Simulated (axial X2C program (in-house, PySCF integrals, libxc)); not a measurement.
# SnNa⁻: properties at the nuclei

Wanted for SnNa⁻: properties at the nuclei, at the two-component level.

Computed with an in-house X2C program for linear molecules on PySCF integrals. Level: two-component X2C with atomic mean-field terms, Sn dyall-acv3z, Na dyall-av3z.

All values are calculated.

## (1) Input

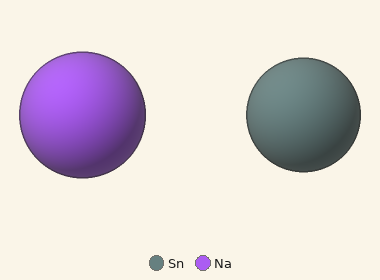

The two atoms at 2.950 Å (tin teal, sodium purple).

Contents of task.json:

```json
{"zs": [50, 11], "q": -1, "bas": ["dyall-acv3z", "dyall-av3z"], "r0": 2.95, "levels": ["PBE0", "HF", "PBE50", "BHandHLYP", "LDA"], "nst": 3}
```

Keys: zs atomic numbers; q charge; bas basis sets; r0 starting distance in Å; levels methods (HF also brings MP2); nst determinants followed.

Command:

```
> python soeom.py task.json out
```

The runs that follow: Expectation values, lowest determinant; Expectation values, a higher determinant; Expectation values, a higher determinant.

Before running it: what results should come out? Wanted: lowest determinant; Eeff magnitude; Ws magnitude Sn; A∥/gI Sn; qzz Sn; higher determinant (for each run or level that gives them).

**Answer**, as computed:

| quantity | value |
| --- | --- |
| lowest determinant | Ω = 1 (excess of +ω over −ω: ω = -1/2, ω = 3/2) |
| Eeff magnitude (GV/cm), PBE0 | 2.19 |
| Ws magnitude Sn (kHz), PBE0 | 1.3 |
| A∥/gI Sn (MHz), PBE0 | -767 |
| qzz Sn (a.u.), PBE0 | 0.05 |
| higher determinant | Ω = 2 (excess of +ω over −ω: ω = 1/2, ω = 3/2) |
| Eeff magnitude (GV/cm), PBE0, higher determinant | 2 |
| Ws magnitude Sn (kHz), PBE0, higher determinant | 0.611 |
| A∥/gI Sn (MHz), PBE0, higher determinant | -268 |
| qzz Sn (a.u.), PBE0, higher determinant | -0.06 |
| higher determinant | Ω = 0 (closed shell) |
| qzz Sn (a.u.), PBE0, higher determinant | -0.59 |
| qzz Na (a.u.), PBE0, higher determinant | -0.02 |

In the first state, the effective field runs from 1.29 to 3.86 GV/cm over the mean-field levels, so the levels don't agree on it. The expectation values come from single determinants, which for open shells can mix terms of unlike spin or miss the lowest Ω, so a determinant need not be a state. Eeff is the effective electric field on the electron dipole moment in this Ω state and Ws the scalar–pseudoscalar constant (defined with the proton number Z and per Ω); A∥ is the parallel hyperfine constant, which follows by multiplying with the nuclear g factor gI = μI/(I μN); qzz is the electric field gradient, eQq0 = 234.96 MHz × Q/barn × qzz. The operators were transformed with the bare-nucleus X2C matrices.
